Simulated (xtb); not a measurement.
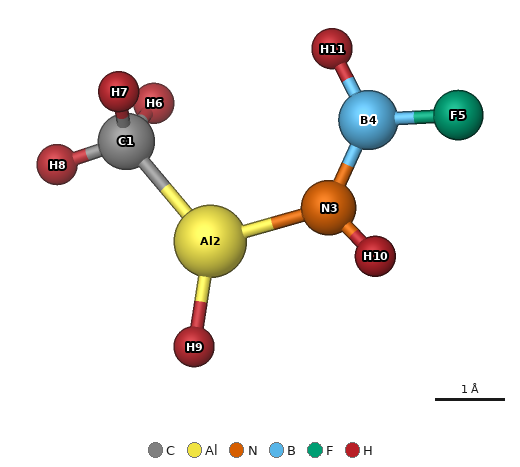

**Figure 1.** The structure as given in the input (ball-and-stick view, seen at a tilt; atoms are numbered from 1 in the order of the input). Sticks mark near contacts.

Run report: CH6AlBFN, frequency calculation (part 1 of 2)

The run: frequency calculation of CH6AlBFN, SMILES [CH3][AlH][NH]BF. Method and program: GFN1-xTB (xtb 6.7.1 later snapshot).

The geometry was optimised with GFN1-xTB.

## Input file (input.xyz)
```
11

C     -1.46847    -0.63060     0.99822
Al     0.42799    -0.13109     1.12285
N      1.23490     0.43620    -0.43291
B      0.69007     0.57547    -1.71437
F      1.52390     1.02105    -2.69240
H     -1.61004    -1.43572     0.26654
H     -2.07112     0.21868     0.65300
H     -1.90462    -0.97257     1.94270
H      1.39362    -0.13013     2.33679
H      2.21534     0.70315    -0.43399
H     -0.43156     0.34557    -2.04640
```

## File .CHRG
```
0
```

## File .UHF
```
0
```

## File input.inp
```
$hess
   step=0.005
$end
```

Run on 1 thread of Arm Neoverse V1, 24 GiB of memory available, shared host.

Command:
```bash
xtb input.xyz --input input.inp --gfn 1 --hess --parallel 1 | tee input.out
```

## What the program printed
```
* xtb version 6.7.1
   ID    Z sym.   atoms
    1    6 C      1
    2   13 Al     2
    3    7 N      3
    4    5 B      4
    5    9 F      5
    6    1 H      6-11

           -------------------------------------------------
          |                Calculation Setup                |
           -------------------------------------------------

          program call               : xtb input.xyz --input input.inp --gfn 1 --hess --parallel 1
          coordinate file            : input.xyz
          omp threads                :                     1

           -------------------------------------------------
          |                 G F N 1 - x T B                 |
           -------------------------------------------------

      * Hamiltonian:
        H0-scaling (s, p, d)           1.850000    2.250000    2.000000
        zeta-weighting                 0.000000
      * Dispersion:
        s8                             2.400000
        a1                             0.630000
        a2                             5.000000
        s9                             0.000000
      * Repulsion:
        kExp                           1.500000
        rExp                           1.000000
      * Coulomb:
        alpha                          2.000000
        third order                    atomic
        anisotropic                    false
      * Halogen bond correction:
        rad-scale                      1.300000
        damping                        0.440000

          ...................................................
          :                      SETUP                      :
          :.................................................:
          :  # basis functions                  38          :
          :  # atomic orbitals                  37          :
          :  # shells                           23          :
          :  # electrons                        28          :
          :  # halogen bonds                     0          :
          :  max. iterations                   250          :
          :  Hamiltonian                  GFN1-xTB          :
          :  restarted?                      false          :
          :  GBSA solvation                  false          :
          :  PC potential                    false          :
          :  electronic temp.          300.0000000     K    :
          :  accuracy                    1.0000000          :
          :  -> integral cutoff          0.2500000E+02      :
          :  -> integral neglect         0.1000000E-07      :
          :  -> SCF convergence          0.1000000E-05 Eh   :
          :  -> wf. convergence          0.2000000E-04 e    :
          :  Broyden damping             0.4000000          :
          :  net charge                          0          :
          :  unpaired electrons                  0          :
          ...................................................

 iter      E             dE          RMSdq      gap      omega  full diag
   1    -16.5226536 -0.165227E+02  0.748E+00    4.74       0.0  T
   2    -16.5703785 -0.477249E-01  0.440E+00    5.43       1.0  T
   3    -16.5689749  0.140366E-02  0.101E+00    5.60       1.0  T
   4    -16.5717416 -0.276670E-02  0.538E-01    5.56       1.0  T
   5    -16.5740178 -0.227625E-02  0.894E-02    5.53       1.0  T
   6    -16.5740811 -0.632790E-04  0.881E-03    5.53       3.4  T
   7    -16.5740814 -0.273794E-06  0.200E-03    5.53      15.1  T
   8    -16.5740814 -0.146257E-08  0.101E-03    5.53      29.8  T
   9    -16.5740814 -0.431215E-08  0.394E-04    5.53      76.6  T
  10    -16.5740814 -0.800316E-09  0.319E-04    5.53      94.4  T
  11    -16.5740814 -0.841258E-09  0.217E-05    5.53    1387.3  T
  12    -16.5740814 -0.309441E-11  0.101E-05    5.53    2988.7  T

   *** convergence criteria satisfied after 12 iterations ***

         #    Occupation            Energy/Eh            Energy/eV
      -------------------------------------------------------------
         1        2.0000           -0.8073953             -21.9703
       ...           ...                  ...                  ...
         8        2.0000           -0.5205284             -14.1643
         9        2.0000           -0.5190586             -14.1243
        10        2.0000           -0.5155396             -14.0285
        11        2.0000           -0.4559912             -12.4082
        12        2.0000           -0.4438813             -12.0786
        13        2.0000           -0.4367725             -11.8852
        14        2.0000           -0.4257698             -11.5858 (HOMO)
        15                         -0.2224396              -6.0529 (LUMO)
        16                         -0.1958035              -5.3281
        17                         -0.1314988              -3.5783
        18                         -0.1239426              -3.3726
        19                         -0.1144265              -3.1137
       ...                                ...                  ...
        37                          1.0783952              29.3446
      -------------------------------------------------------------
                  HL-Gap            0.2033302 Eh            5.5329 eV
             Fermi-level           -0.3241047 Eh           -8.8193 eV

 SCC (total)                   0 d,  0 h,  0 min,  0.009 sec
 SCC setup                      ...        0 min,  0.000 sec (  0.894%)
 Dispersion                     ...        0 min,  0.000 sec (  0.399%)
 classical contributions        ...        0 min,  0.000 sec (  0.101%)
 integral evaluation            ...        0 min,  0.002 sec ( 21.126%)
 iterations                     ...        0 min,  0.003 sec ( 37.994%)
 molecular gradient             ...        0 min,  0.003 sec ( 38.037%)
 printout                       ...        0 min,  0.000 sec (  1.275%)

         :::::::::::::::::::::::::::::::::::::::::::::::::::::
         ::                     SUMMARY                     ::
         :::::::::::::::::::::::::::::::::::::::::::::::::::::
         :: total energy             -16.442998513469 Eh    ::
         :: gradient norm              0.000033933295 Eh/a0 ::
         :: HOMO-LUMO gap              5.532895819154 eV    ::
         ::.................................................::
         :: SCC energy               -16.574081389352 Eh    ::
         :: -> electrostatic           0.044828604971 Eh    ::
         :: repulsion energy           0.134096848791 Eh    ::
         :: dispersion energy         -0.003013972908 Eh    ::
         :: halogen bond corr.         0.000000000000 Eh    ::
         :: add. restraining           0.000000000000 Eh    ::
         :: total charge              -0.000000000000 e     ::
         :::::::::::::::::::::::::::::::::::::::::::::::::::::

           -------------------------------------------------
          |                Numerical Hessian                |
           -------------------------------------------------
step length          :   0.00500
SCC accuracy         :   0.30000
Hessian scale factor :   1.00000
frozen atoms in %    :   0.00000    0
RMS gradient         :   0.00003
estimated CPU  time      0.01 min

writing file <hessian>, containing the non-mass-weighted Hessian matrix in atomic units (Eₕ/Bohr²).

 projected vibrational frequencies (cm⁻¹)
eigval :       -0.00    -0.00    -0.00    -0.00     0.00     0.00
eigval :       50.17    82.01    91.08    93.62   203.36   326.16
eigval :      347.57   559.57   574.33   590.78   651.16   660.72
eigval :      674.65   805.20  1017.17  1042.78  1163.15  1228.62
eigval :     1330.54  1429.61  1434.65  1676.46  2490.31  2936.74
eigval :     2966.79  2984.58  3387.60
           -------------------------------------------------
          |                Property Printout                |
           -------------------------------------------------

    * Orbital Energies and Occupations

         #    Occupation            Energy/Eh            Energy/eV
      -------------------------------------------------------------
         1        2.0000           -0.8073953             -21.9703
         2        2.0000           -0.7318431             -19.9145
         3        2.0000           -0.6268494             -17.0574
         4        2.0000           -0.5707911             -15.5320
         5        2.0000           -0.5403287             -14.7031
         6        2.0000           -0.5257011             -14.3051
         7        2.0000           -0.5206814             -14.1685
         8        2.0000           -0.5205284             -14.1643
         9        2.0000           -0.5190586             -14.1243
        10        2.0000           -0.5155396             -14.0285
        11        2.0000           -0.4559912             -12.4082
        12        2.0000           -0.4438813             -12.0786
        13        2.0000           -0.4367725             -11.8852
        14        2.0000           -0.4257698             -11.5858 (HOMO)
        15                         -0.2224396              -6.0529 (LUMO)
        16                         -0.1958037              -5.3281
        17                         -0.1314988              -3.5783
        18                         -0.1239425              -3.3726
        19                         -0.1144265              -3.1137
        20                         -0.1023401              -2.7848
        21                         -0.0953104              -2.5935
        22                         -0.0537118              -1.4616
        23                         -0.0475440              -1.2937
        24                         -0.0186892              -0.5086
        25                          0.0476469               1.2965
       ...                                ...                  ...
        37                          1.0783953              29.3446
      -------------------------------------------------------------
                  HL-Gap            0.2033302 Eh            5.5329 eV
             Fermi-level           -0.3241047 Eh           -8.8193 eV

  Mulliken/CM5 charges         n(s)   n(p)   n(d)
     1     -0.20479 -0.31551   1.021  3.183  0.000
     2      0.41233  0.32427   1.245  1.035  0.308
     3     -0.50729 -0.75349   1.474  4.033  0.000
     4      0.46597  0.30463   0.861  1.673  0.000
     5     -0.33356 -0.28629   1.805  5.528  0.000
     6      0.05519  0.10926   0.945  0.000  0.000
     7      0.05516  0.10921   0.945  0.000  0.000
     8      0.04788  0.10094   0.952  0.000  0.000
     9     -0.11946 -0.03718   1.119  0.000  0.000
    10      0.22144  0.42524   0.779  0.000  0.000
    11     -0.09288  0.01890   1.093  0.000  0.000

Wiberg/Mayer (AO) data.
largest (>0.10) Wiberg bond orders for each atom
```
